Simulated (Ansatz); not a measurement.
# Dielectric function and optical constants of Os

Aim: the dielectric function of Os, and the optical constants that follow from it.

Method: DFT, PBE, plane-wave PAW, default files, scalar-relativistic, independent-particle optical response without local fields, in Ansatz 0.2.0.

### Step 1. Starting point

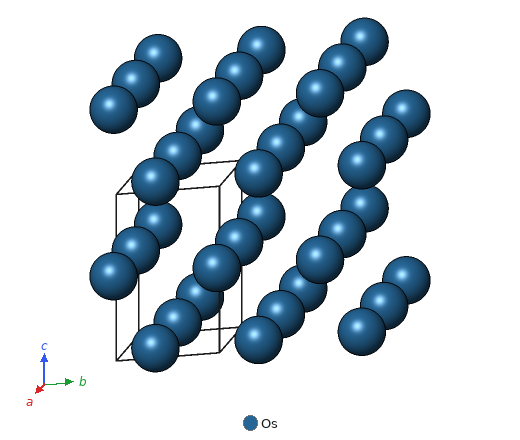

The starting structure, seen slightly off an axis (osmium blue). 3×3×2 cells are drawn.

### Step 2. Ground state and bands

The self-consistent density comes first; it also tells whether there is a gap, which decides the occupations and the need for a Drude term.

This step: DFT, PBE, plane-wave PAW, default files, scalar-relativistic, ground state (Ansatz 0.2.0).

input.yaml reads:

```yaml
crystal:
  lattice:
    - [2.7341, 0.0, 0.0]
    - [-1.36705, 2.3678000565, 0.0]
    - [0.0, 0.0, 4.3197]
  atoms:
    - { symbol: Os, position: [0.6666666667, 0.3333333333, 0.75] }
    - { symbol: Os, position: [0.3333333333, 0.6666666667, 0.25] }
kpoints:
  mp_grid: { grid: [10, 10, 6] }
  band_path:
    path:
      - [[0.0, 0.0, 0.0], [0.5, 0.0, 0.0], [0.33333333, 0.33333333, 0.0], [0.0, 0.0, 0.0], [0.0, 0.0, 0.5], [0.5, 0.0, 0.5], [0.33333333, 0.33333333, 0.5], [0.0, 0.0, 0.5]]
      - [[0.5, 0.0, 0.5], [0.5, 0.0, 0.0]]
      - [[0.33333333, 0.33333333, 0.0], [0.33333333, 0.33333333, 0.5]]
    npoints: 5
scf:
  occupations: { method: fermi_dirac, width: 0.05 }
  n_extra_bands: 6
hamiltonian:
  xc: pbe
  pseudopotentials: { kind: paw }
output:
  forces: true
  stress: true
  populations: true
  write_bands: true
```

On the command line:

```
ansatz run input.yaml --threads 4 --pin off --max-ram 8192MiB --backend cpu --events-out ev --progress --plain --runs-dir out
```

Numbers of over 12 decimals in the logs are rounded to 6 here.

Output:

```text
scf.n_extra_bands = 6 over 16 filled bands (N_el = 32.0): the run solves 22 bands
Engine: ansatz 0.2.0, x86_64-unknown-linux-gnu
Pseudopotentials: kind: paw
Pseudopotential: Os, paw, valence charge 16, recommended cutoff 420 eV (normal), Os.paw.azcp
Functional definition: PBE
  parameter kappa = 0.804
  parameter beta = 0.066725
  exchange = pbe_x(kappa = kappa, mu = beta*pi^2/3)
  correlation = pbe_c(beta = beta)
Crystal: 2 atoms, lattice volume = 27.965 Å³
Basis set: ecut = 420 eV, 537 PW (Γ), exchange–correlation on 40×40×60 points (8 copies of the dense FFT grid, shifted against one another)
Bands: 22, of which v1, the nominal top of the filled ones, is band 16 counted from 1 (15 counted from 0)
Symmetry: 24 space group operations
Space group: P63/mmc (ITA 194), of the structure as read, at distance tolerance 3.0e-5 Å
k-points: 56 of 600
Non-local potential: Os, projectors of the file, l = 0: 3, l = 1: 2, l = 2: 2, l = 3: 1
PAW form: soft (Blöchl's): semilocal exchange-correlation on the pseudo side does not see the compensation charge
PAW one-centre angular grid: Os, 590 points (default); XC on 64 Gauss nodes
Initial density: superposition of atomic densities (neutral atoms: chi_scale 0, normalization atom), corrected by the library's trained network
Initial wavefunctions: pseudopotential atomic-orbital guess
Functional: x = pbe(κ = 0.804, μ = 0.219515), c = pbe(β = 0.066725)
SCF iter   1: F=—  HF=-22769.060308 eV  |F-HF|=—  |Δ(HF+E_count)|=         —  Δρ=9.84e-3  dr2=9.90e-3  ethr=1.77e-3  ⟨swp⟩=5.1  Hψ=5246  notcnv=0
preconditioner: auto → none  [metal: Δε(μ)=0.091 eV  Ē_g=9.687 eV  σ=0.050 eV  W_gap=0.42  n_scr=8 (ndim 8)  ℏωp=28.1 eV  f_vac=0.000  D(μ)=1.14/eV (n_scr^D=8)  sad-step TF]
SCF iter   2: F=—  HF=-22769.062853 eV  |F-HF|=—  |Δ(HF+E_count)|=   2.54e-3  Δρ=5.74e-3  dr2=3.41e-3  ethr=3.09e-5  ⟨swp⟩=1.1  Hψ=1692  notcnv=0
SCF iter   3: F=—  HF=-22769.064119 eV  |F-HF|=—  |Δ(HF+E_count)|=   1.27e-3  Δρ=2.50e-4  dr2=8.16e-6  ethr=1.06e-5  ⟨swp⟩=2.0  Hψ=1625  notcnv=0
SCF iter   4: F=—  HF=-22769.064146 eV  |F-HF|=—  |Δ(HF+E_count)|=   2.65e-5  Δρ=4.81e-5  dr2=3.32e-7  ethr=2.55e-8  ⟨swp⟩=2.2  Hψ=1777  notcnv=0
iter 5 did not close the SCF: its close was put off for the readings that it lacked (scf_convergence_deferred on its scf_iter line)
SCF iter   5: F=-22769.064146 eV  HF=-22769.064146 eV  |F-HF|=3.64e-10  |Δ(HF+E_count)|=   2.82e-8  Δρ=5.00e-6  dr2=2.58e-9  ethr=1.04e-9  ⟨swp⟩=2.2  Hψ=1722  notcnv=0
SCF iter   6: F=-22769.064146 eV  HF=-22769.064146 eV  |F-HF|=8.73e-11  |Δ(HF+E_count)|=  9.06e-10  Δρ=9.89e-7  dr2=1.55e-10  ethr=8.05e-12  ⟨swp⟩=2.9  Hψ=4026  notcnv=0
SCF 1 converged in 6 iterations: F = -22769.064146 eV  dr2 = 1.55e-10
  greatest PAW one-centre occupation: 1.000 electrons in one spin orbital (limit 2), on the Os atom at site 1 (counted from 0), in its partial waves of l = 0
NSCF: frozen V_eff on 48 k-points
SCF converged after 6 iterations
Free energy (F): -22769.064146 eV
Harris-Foulkes:  -22769.064146 eV  (|F-HF|=8.73e-11)
Internal energy: -22769.053794 eV  (E = F + TS)
E sigma→0 (E₀):  -22769.058970 eV
Entropy (-TS):   -0.010352 eV (-5.176 meV/atom)
Fermi energy:    26.088219 eV
--- Per-component energies (eV) ---
  E_band       = -129.435340
  E_kinetic    = 1124.880271
  E_local      = -1565.226209  (includes V_loc(G=0)·N_el)
  E_nonlocal   = -3.726954
  E_hartree    = 651.371837
  E_xc         = -534.088569
  E_vxc        = -569.042485  (∫ρ·V_xc dr)
  E_paw        = -18023.683719  (= ΣΔE_a)
  E_vpaw       = -419.063858  (= ΣTr[D̂ρ^β])
  E_aug_tail   = -0.000169  (compensation charges beyond the density's cutoff)
  E_ewald      = -4418.580283
  E_smearing   = -0.010352  (= −TS)
  E_closure    = 0.000000  (closes the sum)
  Σ components = -22769.064146   (vs F -22769.064146, Δ=0.00e0)
--- Forces (eV/Å), atoms counted from 1 ---
  atom   1  Os    -0.00000000     0.00000000     0.00000000
  atom   2  Os    -0.00000000    -0.00000000     0.00000000
  max |Σ_I F_I| component: 1.11e-16 eV/Å
--- Stress (GPa, compression-positive) ---
        9.875643       0.000000       0.000000
        0.000000       9.875643      -0.000000
        0.000000      -0.000000       6.719780
  P = ⅓ Tr σ = 8.8237 GPa (88.237 kbar)
--- Band table (eV; the first three rows and the last of 56) ---
  k-point 0: bands = [... 12 lower, 23.2209, 23.8123, 23.8123, 24.4655, 24.4655, 26.0442, 27.7257, 27.7257, ... 2 higher]
  k-point 1: bands = [... 12 lower, 23.0247, 23.5958, 23.5958, 24.9517, 24.9517, 25.0161, 27.7568, 27.7568, ... 2 higher]
  k-point 2: bands = [... 12 lower, 22.6468, 23.1482, 23.1482, 23.2976, 25.9384, 25.9384, 27.5885, 27.5885, ... 2 higher]
  k-point 55: bands = [... 12 lower, 22.5592, 22.5592, 24.6175, 24.6175, 27.8242, 27.8242, 33.4174, 33.4174, ... 2 higher]
--- Löwdin populations: 2 sites ---
  site symbol       q [e]
     0     Os     15.8128
     1     Os     15.8128
  spilling = 0.011697 (of n_electrons = 32.000000)
```

Wall time 1.6 s (4 threads of Intel Xeon at 2.70GHz, shared host); peak memory 0.34 GiB.

In the SCF lines HF is the Harris–Foulkes energy and dr2 the Hartree energy of the density residual, in eV; the loop may stop once dr2 is under the threshold and the program's other checks hold. Hψ counts applications of the Hamiltonian.

Read-outs, printed or worked out from the files:

- free energy: -22769.0641 eV
- Fermi energy: 26.09 eV
- electrons: 32
- symmetry operations: 24
- pressure: 8.824 GPa
- volume: 27.96 Å³
- gap on the path: 0 eV

There are states at the Fermi level within the smearing, so the occupations stay smeared and the carriers get a Drude term. The cell is left with a pressure of 8.8 GPa, as it stands unrelaxed at this level.

Electronic bands along the path, in eV, zero at the Fermi level; # counts the bands kept:

```tsv
point	#5	#6	#7	#8	#9	#10	#11	#12
Γ	-2.87	-2.28	-2.28	-1.62	-1.62	-0.04	1.64	1.64
M	-2.97	-2.64	-1.94	2.00	2.57	2.69	4.38	5.66
K	-3.50	-3.50	-1.40	1.43	1.43	2.02	5.24	5.24
Γ	-2.87	-2.28	-2.28	-1.62	-1.62	-0.04	1.64	1.64
A	-3.31	-3.31	-3.31	-3.31	0.85	0.85	0.85	0.85
L	-1.27	-1.27	-0.23	-0.23	2.34	2.34	3.25	3.25
H	-3.50	-3.50	-1.43	-1.43	1.57	1.57	8.29	8.29
A	-3.31	-3.31	-3.31	-3.31	0.85	0.85	0.85	0.85
jump to L	-1.27	-1.27	-0.23	-0.23	2.34	2.34	3.25	3.25
M	-2.97	-2.64	-1.94	2.00	2.57	2.69	4.38	5.66
jump to K	-3.50	-3.50	-1.40	1.43	1.43	2.02	5.24	5.24
H	-3.50	-3.50	-1.43	-1.43	1.57	1.57	8.29	8.29
```

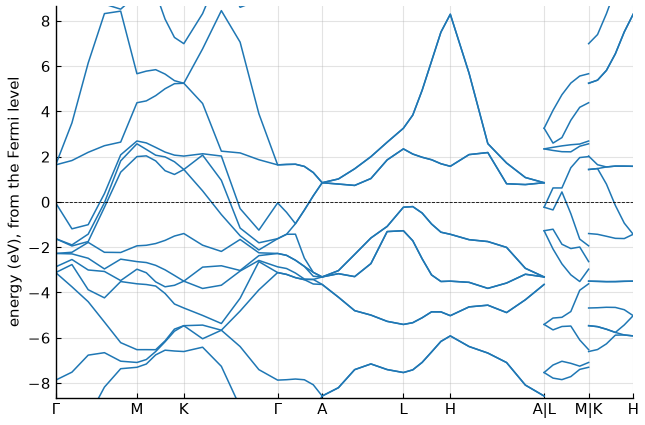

Electronic bands along the path.

### Step 3. Spectrum

With the density converged, the vertical transitions are summed over the zone.

This step: DFT, PBE, plane-wave PAW, default files, scalar-relativistic, independent-particle optical response without local fields (Ansatz 0.2.0).

input.yaml, the sections that differ from step 2:

```yaml
kpoints:
  mp_grid: { grid: [13, 13, 7] }
scf:
  occupations: { method: fermi_dirac, width: 0.05 }
output:
  optics:
    e_range: [0, 14]
    de: 0.05
    sigma: 0.1
    drude_damping: 0.05
    nscf_kmesh: { grid: [18, 18, 9] }
    bands: { spectra_wanted_up_to: 14 }
# crystal, hamiltonian: as in step 2
```

Output:

```text
[...]
Crystal: 2 atoms, lattice volume = 27.965 Å³
Basis set: ecut = 420 eV, 537 PW (Γ)
Bands: 20, of which v1, the nominal top of the filled ones, is band 16 counted from 1 (15 counted from 0)
[... 1 set-up line as in the run before ...]
[...]
k-points: 84 of 1183
[...]
SCF iter   1: F=—  HF=-22769.080608 eV  |F-HF|=—  |Δ(HF+E_count)|=         —  Δρ=9.10e-3  dr2=7.59e-3  ethr=1.77e-3  ⟨swp⟩=4.8  Hψ=6626  notcnv=0
[...]
SCF iter   7: F=-22769.085477 eV  HF=-22769.085477 eV  |F-HF|=1.09e-11  |Δ(HF+E_count)|=  4.73e-11  Δρ=2.32e-7  dr2=4.34e-12  ethr=1.00e-12  ⟨swp⟩=3.2  Hψ=4534  notcnv=0
SCF 1 converged in 7 iterations: F = -22769.085477 eV  dr2 = 4.34e-12
[...]
NSCF: frozen V_eff on 185 k-points
output.optics: what the bands over the 33 summed would add to eps1, eps2 and the energy-loss function is held between a lower and an upper bound (5 Lanczos steps). eps1, eps2 and their loss function (loss_summed_bands) are given on every row as the summed bands alone make them. Along an axis, on a row where the two bounds hold the loss function to about 1 % of the greater of itself and 0.5 % of |1/eps|, its cell (loss_completed) is given, with the completed eps1 and eps2 that it is formed of (a cell that is left empty reads nan in the table and null in the record). The two bounds hold it so along every axis on all 280 rows up to 14.000 eV. [rest of the remark cut]
SCF converged after 7 iterations
Free energy (F): -22769.085477 eV
[...]
Internal energy: -22769.077136 eV  (E = F + TS)
E sigma→0 (E₀):  -22769.081307 eV
Entropy (-TS):   -0.008342 eV (-4.171 meV/atom)
Fermi energy:    26.102914 eV
[...]
--- Band table (eV; the first three rows and the last of 84) ---
  k-point 0: bands = [... 12 lower, 23.2313, 23.8161, 23.8161, 24.4745, 24.4745, 26.0459, 27.7349, 27.7349]
  k-point 1: bands = [... 12 lower, 23.0845, 23.6527, 23.6527, 24.8449, 24.8449, 25.2572, 27.7635, 27.7635]
  k-point 2: bands = [... 12 lower, 22.7317, 23.2837, 23.2837, 23.7538, 25.6463, 25.6463, 27.6898, 27.6898]
  k-point 83: bands = [... 12 lower, 22.4859, 22.6753, 24.4725, 24.9736, 27.6424, 27.8964, 33.1882, 33.9343]
```

The job ended after 29 s (4 threads; peak memory 1.2 GiB; 1.8 min of CPU time).

Numbers from this step:

- main peak of the optical conductivity above 1 eV, first axis: 2.869 eV
- Drude plasma energy, first axis: 8.034 eV
- bands summed: 33
- spectra valid up to: 28.07 eV
- program's estimate of the k-sum error in Im epsilon: 0.81 %
- electrons in the f-sum: 25.57

The Im ε has structure finer than the step of the table below, so its rows give means over 1 eV, whole bins alone (the curve runs from 0.3 to 14 eV). Peaks (eV: height): E ∥ x or y 2.9: 62.5; E ∥ z 1.3: 62.0, 2.8: 50.5.

The Im ε by photon energy; means over each step:

```tsv
photon energy (eV)	E ∥ x or y	E ∥ z
1	16.3	45.3
2	15.9	20.2
3	48.5	35.7
4	31.5	20.2
5	14.4	19.2
6	8.46	7.85
7	4.87	5.07
8	3.18	3.22
9	3.22	4.02
10	3.93	4.53
11	4.41	4.37
12	2.91	3.55
13	2.64	2.86
```

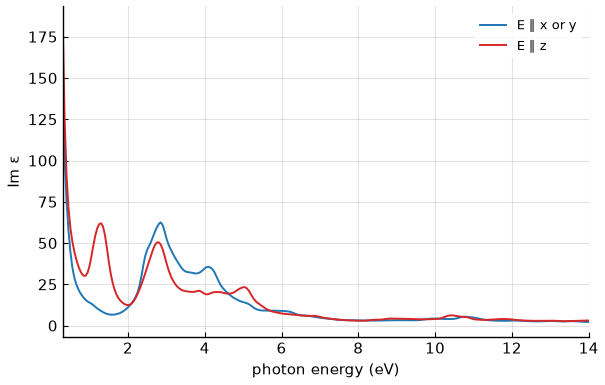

Im ε against photon energy.

Table of Re ε by photon energy:

```tsv
photon energy (eV)	E ∥ x or y	E ∥ z
1	-37.4	-34.3
2	26.7	-2.54
3	-3.97	-16.3
4	-5.95	-5.73
5	-13.8	-8.41
6	-8.18	-9.19
7	-6.33	-6.19
8	-3.05	-2.58
9	-1.19	-0.997
10	-0.331	0.252
11	-1.65	-2.07
12	-0.686	-1.29
13	-0.215	-0.415
14	0.132	0.0259
```

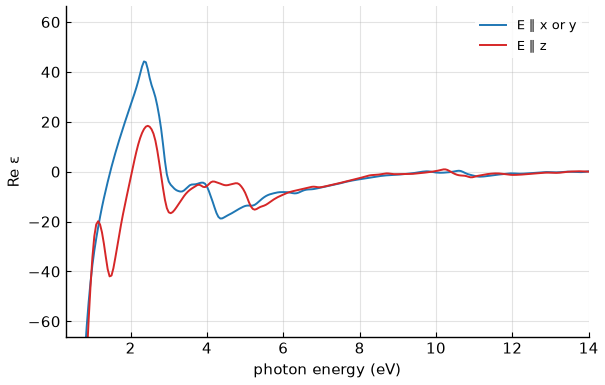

Re ε, plotted against photon energy. Below 1 eV the curve runs off the scale.

The loss function −Im 1/ε at q → 0 has structure finer than the step of the table below, so its rows give means over 1 eV, whole bins alone (the curve runs from 0.3 to 14 eV). Peaks (eV: height): E ∥ x or y 1.4: 0.138, 9.5: 0.305; E ∥ z 2.0: 0.0782, 9.8: 0.259, 13.4: 0.375.

The loss function −Im 1/ε at q → 0 by energy loss; means over each step:

```tsv
energy loss (eV)	E ∥ x or y	E ∥ z
1	0.0279	0.00914
2	0.0265	0.0369
3	0.0196	0.0262
4	0.0279	0.0462
5	0.0356	0.0400
6	0.0581	0.0534
7	0.0788	0.0855
8	0.167	0.192
9	0.273	0.237
10	0.255	0.225
11	0.206	0.210
12	0.316	0.262
13	0.375	0.342
```

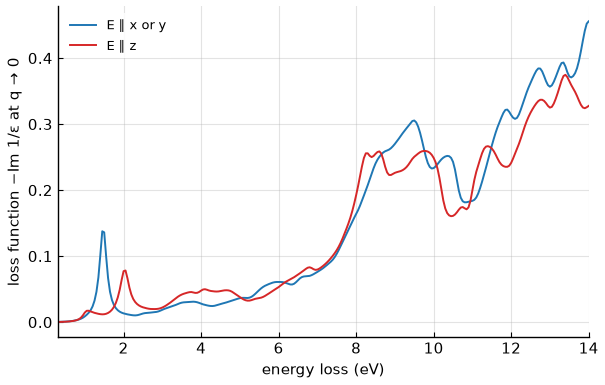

Loss function −Im 1/ε at q → 0, plotted against energy loss.

Table of refractive index n and extinction k by photon energy:

```tsv
photon energy (eV)	n, E ∥ x or y	k, E ∥ x or y	n, E ∥ z	k, E ∥ z
2	5.27	1.05	2.25	2.76
4	3.83	4.54	2.68	3.59
6	1.40	3.19	1.14	3.24
8	0.823	1.93	0.822	1.80
10	1.40	1.52	1.46	1.37
12	1.10	1.38	1.14	1.61
14	1.08	1.01	1.24	1.23
```

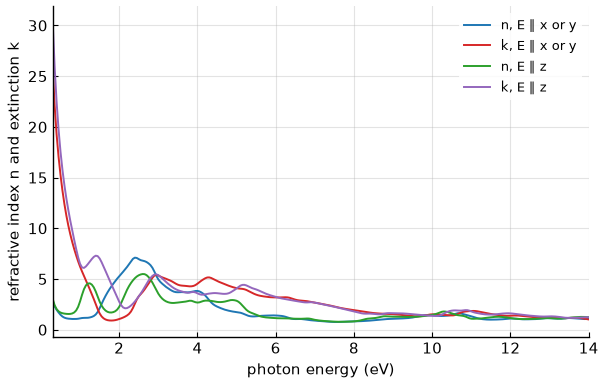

Refractive index n and extinction k against photon energy.

The reflectivity at normal incidence has structure finer than the step of the table below, so its rows give means over 1 eV, whole bins alone (the curve runs from 0.3 to 14 eV). Peaks (eV: height): E ∥ x or y 4.5: 73.1, 11.2: 42.2; E ∥ z 1.6: 82.9, 3.0: 71.4, 5.6: 73.3, 10.9: 43.9.

Reflectivity at normal incidence against photon energy; means over each step:

```tsv
photon energy (eV)	E ∥ x or y (%)	E ∥ z (%)
1	82.5	85.3
2	46.7	61.7
3	66.7	66.9
4	67.1	59.5
5	72.1	65.0
6	66.5	69.6
7	66.0	63.7
8	53.2	48.7
9	35.0	33.8
10	28.5	29.5
11	37.1	38.5
12	31.9	34.1
13	24.8	27.3
```

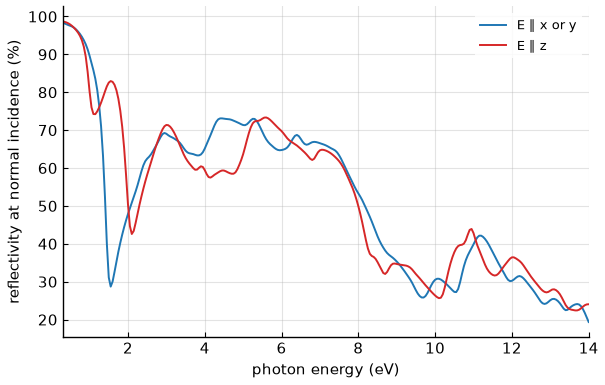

Reflectivity at normal incidence, plotted against photon energy.

From ε follow the optical constants at some laser and lamp lines:

```tsv
wavelength (nm)	n xy	k xy	R (%) xy	1/α xy	n z	k z	R (%) z	1/α z
1550	1.06	8.642	94.6	14 nm	1.60	9.771	93.7	13 nm
800	2.54	1.311	28.7	49 nm	2.38	6.659	82.9	9.6 nm
532	6.89	2.001	58.4	21 nm	4.76	2.490	51.6	17 nm
365	3.76	4.654	66.1	6.2 nm	2.64	4.100	64.9	7.1 nm
308	3.80	4.615	65.7	5.3 nm	2.69	3.546	58.9	6.9 nm
248	1.74	4.097	71.3	4.8 nm	2.86	4.068	63.6	4.9 nm
193	1.08	3.063	68.6	5.0 nm	1.09	2.895	65.7	5.3 nm
```

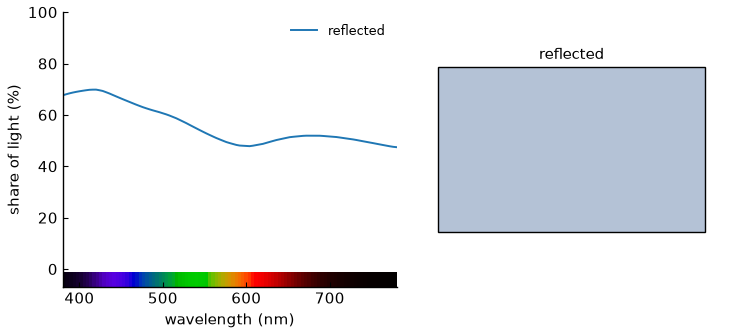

Light reflected across the visible range, with the colour that it makes of daylight (sRGB).

A polished face would reflect 53 % of daylight and look faintly blue (CIE x = 0.288, y = 0.304 under D65).

### Step 4. Summary of results

```json
{"gap on the path": "0 eV", "main peak of the optical conductivity above 1 eV, first axis": "2.87 eV", "Drude plasma energy, first axis": "8.03 eV"}
```

**Reading.** At this level (PBE, independent particles) Os is a metal with a Drude plasma energy of 8.0 eV along x, 8.0 eV along y and 9.5 eV along z; it reflects 55 % at 550 nm for E ∥ x. Along x the bare Drude plasma energy is 8.0 eV; Re ε first rises through zero at 1.47 eV, far lower, because interband transitions screen the carriers. Im ε is 7.0 there, so the loss peak at that energy is weak. A polished face would reflect 53 % of daylight and look faintly blue (CIE x = 0.288, y = 0.304 under D65). In the base run ε includes the program's bounded estimate of what the bands above those summed add. The carriers' damping of 0.05 eV is typed, not computed; at 0.8 eV the carriers give 34 % of Im ε along the first axis; the rest comes from the sum over bands, which at low energy also holds close bands and the noise of the mesh. Spin-orbit coupling is left out although heavy atoms are present. The Fermi-Dirac width of 0.05 eV acts as an electron temperature of 580 K in the carriers' term.

[Logs are printed without paths, hosts, clocks, repeated set-up lines and the standing remarks that a program may print on its own settings, such as how far it seeks lower states.]

[Hosts, paths, dates, database ids (printed as entryN), source tags and the programs' standing remarks are cut or masked in the printed files.]
